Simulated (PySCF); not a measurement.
# AlHSClF (SMILES [F][Al]([SH])[Cl]): HF/STO-3G

Aim: the vertical electron affinity of AlHSClF at HF/STO-3G, from 2 runs. The job is set up through a Python script.

The results are computed with PySCF 2.14.0.

5 further runs of the same task are left out: 5 set aside as unsound or not needed.

## Step 1: The system as given

AlHSClF: 5 atoms, total charge 0, spin state singlet. SMILES: `[F][Al]([SH])[Cl]`. The coordinates come from a PBE0-D4/def2-TZVP relaxation. This is one conformer, not always the lowest.

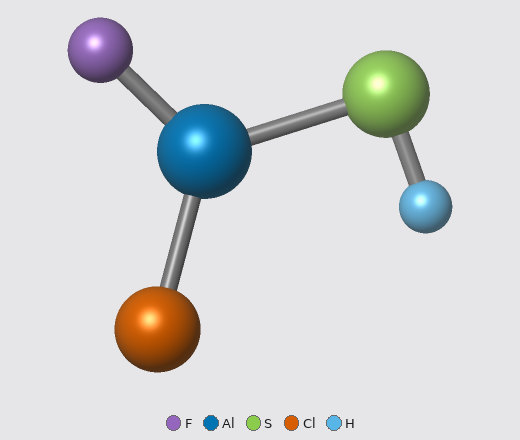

The structure, seen from a chosen angle (fluorine purple, aluminium blue, sulfur green, chlorine orange, hydrogen blue).

## Step 2: A single-point energy at HF/STO-3G

geometry.xyz reads:

```xyz
5

F     -1.074800    -1.532300     1.120000
Al    -0.434500    -0.368700     0.162600
S      1.608200     0.228100     0.503500
Cl    -1.607500     0.476200    -1.328000
H      1.558300     1.123100    -0.499600
```

calc.py reads:

```python
from pyscf import gto

molecule = gto.Mole()
molecule.atom = 'geometry.xyz'
molecule.charge = 0
molecule.max_memory = 1860
molecule.basis = 'sto-3g'
molecule.verbose = 3
molecule.build()

mf = molecule.RHF()
mf.conv_tol = 1e-10
mf.kernel()
if not mf.converged:
    mf = mf.newton().run(mf.mo_coeff, mf.mo_occ)

e_final = mf.e_tot
print('E(%s) = %.9f' % ('HF', e_final))
```

Launch:

```console
$ OMP_NUM_THREADS=1 python calc.py
```

Output:

```text
converged SCF energy = -1185.56757377457
E(HF) = -1185.567573775
```

It took 0.56 s on 1 thread of Intel Xeon 6975P-C (Granite Rapids), shared host; peak memory 0.12 GiB.

## Step 3: The doublet anion at the same level

geometry.xyz is that of step 2.

run.py reads:

```python
from pyscf import gto, scf

mol = gto.M(
    atom='geometry.xyz',
    spin=1,
    basis='sto-3g',
    charge=-1,
    verbose=3,
    max_memory=1860,
)

hf = scf.UHF(mol)
hf.conv_tol = 1e-10
hf.kernel()
if not hf.converged:
    hf = hf.newton().run(hf.mo_coeff, hf.mo_occ)

e_final = hf.e_tot
print(f'total energy: {e_final:.8f} hartree')
```

Launch:

```console
$ OMP_NUM_THREADS=1 python run.py
```

Output:

```text
converged SCF energy = -1185.28237847636  <S^2> = 0.75667253  2S+1 = 2.0066614
total energy: -1185.28237848 hartree
```

Wall time 0.5 s (1 thread of Intel Xeon 6975P-C (Granite Rapids), shared host); peak memory 0.1 GiB.

## Step 4: Results

Level: HF/STO-3G.

| quantity | value |
| --- | --- |
| singlet AlHSClF: total energy | -1185.56757 Eh |
| singlet AlHSClF: dipole moment | 1.42 D |
| singlet AlHSClF: HOMO energy | -7.75 eV |
| singlet AlHSClF: LUMO energy | 8.14 eV |
| singlet AlHSClF: HOMO–LUMO gap | 15.89 eV |
| doublet anion: total energy | -1185.28238 Eh |
| doublet anion: HOMO energy (highest over α and β) | 7.40 eV |
| doublet anion: LUMO energy (lowest over α and β) | 15.35 eV |
| doublet anion: ⟨S²⟩ | 0.757 |
| vertical electron affinity (to the doublet anion) | -7.761 eV |

The anion lies 7.76 eV (749 kJ/mol) above the neutral: the electron isn't bound at this level, and such a value depends on the basis. Without diffuse functions anions come out too high. Hartree–Fock misses the correlation that binds many anions. In a minimal basis such a difference can be off by several eV, whatever the method. Mulliken charges (doublet anion) run from -0.70 on Cl4 to +0.66 on Al2. The HOMO (doublet anion) lies at positive energy, 7.40 eV: the electron is unbound at this level or held by a compact basis; values depend on the basis.
